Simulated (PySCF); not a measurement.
# RuS2: structure of the singlet

Where does singlet RuS2 go from a bent start, is the end point a minimum, and what are its modes, charges and moments?

Method: PBE0, basis Ru def2-TZVP with ECP28, S def2-TZVP, scalar-relativistic core potentials, no spin–orbit coupling, density fitting; program: PySCF 2.14.0.

## Step 1: The system as given

3 atoms, charge 0, spin multiplicity 1.

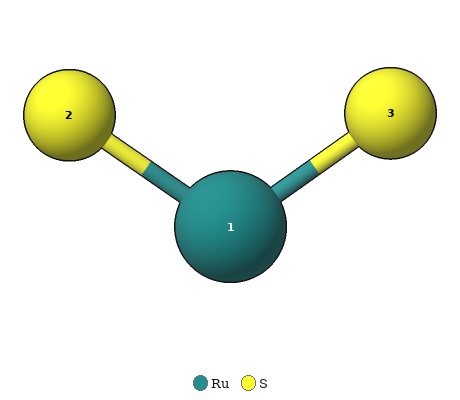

Start geometry, drawn with ruthenium teal, sulfur yellow; atoms are numbered from 1 in the order of the file.

```xyz
3
charge 0 multiplicity 1
Ru    0.0000    0.0000   -0.4600
S     1.7038    0.0000    0.7330
S    -1.7038    0.0000    0.7330
```

## Step 2: Relaxation: bent start, singlet

One driver script runs all steps and calls PySCF; scf.py shows how it sets up the SCF of each step. The optimiser is the driver's own. Before each start the driver seeks the lowest SCF state from one or more starting densities and follows internal instabilities, so scf.py alone need not reach the same state.

The program finds C2v symmetry in the start, which this walk keeps. Threshold on the gradient: 0.0003 Eh/bohr, with a further test on the energy change.

scf.py

```python
from pyscf import gto, scf, dft
mol = gto.M(atom='''
Ru     0.000000     0.000000    -0.459970
S      1.703800    -0.000000     0.733030
S     -1.703800     0.000000     0.733030''',
    basis={'Ru': 'def2-TZVP', 'S': 'def2-TZVP'},
    ecp={'Ru': 'def2-TZVP'},
    charge=0, spin=0)
mf = dft.RKS(mol, xc='PBE0')
mf.grids.atom_grid = (50, 194)
aux = {'Ru': 'def2-universal-JKFIT', 'S': 'def2-universal-JKFIT'}
mf = mf.density_fit(auxbasis=aux)
mf.kernel()
```

Energy and gradient, step by step:

```
step  energy (Eh)  change (kJ/mol)  largest symmetric gradient (Eh/bohr)
   0  -890.993916             0.00                               0.05135
   1  -890.999889           -15.68                               0.00339
   2  -891.000116           -16.28                               0.00183
   3  -891.000199           -16.50                               0.00036
   4  -891.000200           -16.50                               0.00000
```

The walk ran for 7 s (4 threads, shared host).

Geometry (Å) and forces (eV/Å) at some steps:

```
step 0
Ru   0.000   0.000  -0.460   0.000   0.000   2.641
S    1.704   0.000   0.733  -1.209   0.000  -1.320
S   -1.704   0.000   0.733   1.209   0.000  -1.320
step 1
Ru   0.000   0.000  -0.383   0.000   0.000   0.099
S    1.704   0.000   0.695   0.174   0.000  -0.049
S   -1.704   0.000   0.695  -0.174   0.000  -0.049
step 2
Ru   0.000   0.000  -0.368   0.000   0.000   0.043
S    1.721   0.000   0.687   0.094   0.000  -0.021
S   -1.721   0.000   0.687  -0.094   0.000  -0.021
step 3
Ru   0.000   0.000  -0.352   0.000   0.000   0.019
S    1.739   0.000   0.679  -0.003   0.000  -0.009
S   -1.739   0.000   0.679   0.003   0.000  -0.009
step 4
Ru   0.000   0.000  -0.350   0.003   0.000   0.000
S    1.741   0.000   0.678  -0.001   0.000  -0.001
S   -1.741   0.000   0.678  -0.001   0.000   0.001
```

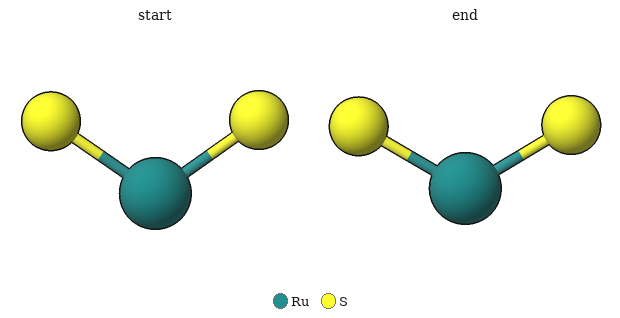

Start and end of the relaxation.

It settles in C2v symmetry, 16.5 kJ/mol below the start, after 4 steps: Ru–S 2.022 Å (×2); S–Ru–S 118.9°.

## Step 3: Hessian and properties

The point is checked on the finer grid, and tightened if its gradient asks for it. The Hessian and the dipole derivatives come from central differences of analytic gradients, with steps of 0.01 bohr.

Changes to scf.py since step 2:

```diff
@@ -3,3 +3,3 @@
-Ru     0.000000     0.000000    -0.459970
-S      1.703800    -0.000000     0.733030
-S     -1.703800     0.000000     0.733030''',
+Ru     0.000000     0.000000    -0.398361
+S      1.738805    -0.000000     0.632695
+S     -1.738805     0.000000     0.632695''',
@@ -10 +10 @@
-mf.grids.atom_grid = (50, 194)
+mf.grids.atom_grid = (75, 302)
```

This SCF starts from the last density.

Log of the central SCF (cycles and frontier levels):

```text
init E= -891.000298622821
  HOMO = -0.23539423058405  LUMO = -0.159243117148113  gap/eV = 2.07218
cycle= 1 E= -891.000298622814  delta_E= 7.05e-12  |g|= 6.67e-06  |ddm|= 5.06e-06
  HOMO = -0.235392858420519  LUMO = -0.159241922686015  gap/eV = 2.07217
Extra cycle  E= -891.000298622625  delta_E= 1.89e-10  |g|= 2.97e-05  |ddm|= 2.03e-05
converged SCF energy = -891.000298622625
```

The whole step took 19 s.

Geometry: C2v; Ru–S 2.022 Å (×2); S–Ru–S 118.7°.

Modes, for the most abundant isotopes:

```
symmetry  ω (cm⁻¹)  IR (km/mol)  μ (u)     type
      a1       154          0.3  37.72     bend
      b2       574          116  40.86  stretch
      a1       577          3.1  36.02  stretch
```

All wavenumbers are real: a minimum.

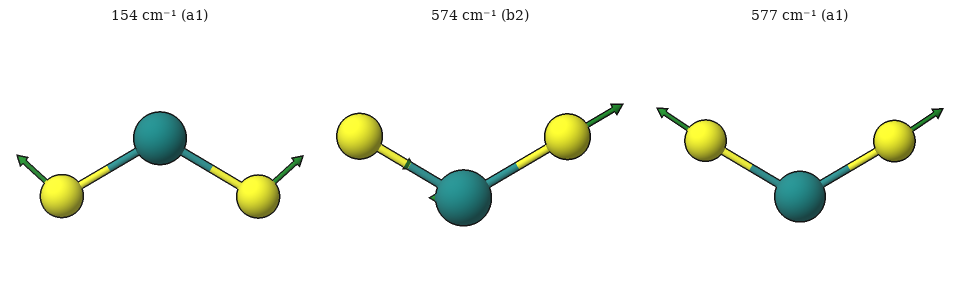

How the atoms move in 3 of the modes.

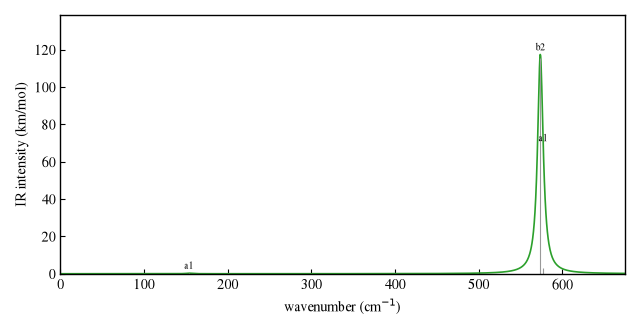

The harmonic infrared spectrum (widths in cm⁻¹). Lines are broadened to a width of 8 cm⁻¹ (Lorentzian).

Constants and moments:

* Dipole moment: 2.23 D
* Highest occupied level: -6.41 eV
* Lowest empty level: -4.33 eV
* Rotational constants: 0.4036, 0.0872, 0.0717 cm⁻¹
* Zero-point energy: 7.8 kJ/mol
* Principal polarisabilities: 50.3, 59.6, 122.9 bohr³
* Atomisation energy without zero-point energy: 679 kJ/mol
* Principal traceless quadrupole moments about the centre of mass: -4.47, -0.79, 5.26 D Å
* Entropy at 298.15 K and 1 bar: 290.6 J/(mol K)
* Heat capacity Cp at 298.15 K: 50.3 J/(mol K)
* Enthalpy at 298.15 K above 0 K: 12.50 kJ/mol
* Rotational symmetry number: 2

Charges (e) and bond orders:

| atom | Mulliken | Löwdin | polar tensor | Mayer order to Ru1 |
| --- | --- | --- | --- | --- |
| Ru1 | 0.72 | -0.37 | 0.88 | – |
| S2,3 | -0.36 | 0.19 | -0.44 | 1.96 |

Mulliken populations on Ru1 (outside its core potential): s 2.33, p 6.18, d 6.76, f 0.01.

## Step 4: Stability of the closed shell

At the lowest minimum the closed shell is tested against spin polarisation, on the (50, 194) grid. It is unstable: an open-shell solution lies lower. That solution was not followed to a minimum here.

## Step 5: Summary of results

| quantity | value |
| --- | --- |
| minimum | singlet, C2v (closed shell, unstable towards spin polarisation) |
| geometry | Ru–S 2.022 Å (×2); S–Ru–S 118.7° |
| wavenumbers (cm⁻¹) | 154 (a1), 574 (b2), 577 (a1) |
| dipole moment | 2.23 D |
| highest occupied, lowest empty level | -6.41, -4.33 eV |
| polar-tensor charge of Ru1 | +0.88 e |
| zero-point energy | 7.8 kJ/mol |

What this shows: The molecule stays C2v, as typed, and the end point is a minimum. The strongest infrared band lies at 574 cm⁻¹ (b2, stretch). Other starts or spin states, not run here, may lie lower. A stability analysis at the minimum finds the closed shell unstable towards spin polarisation: an open-shell solution lies lower, and these values are not those of the lowest state.

The search up to here took 33 s.
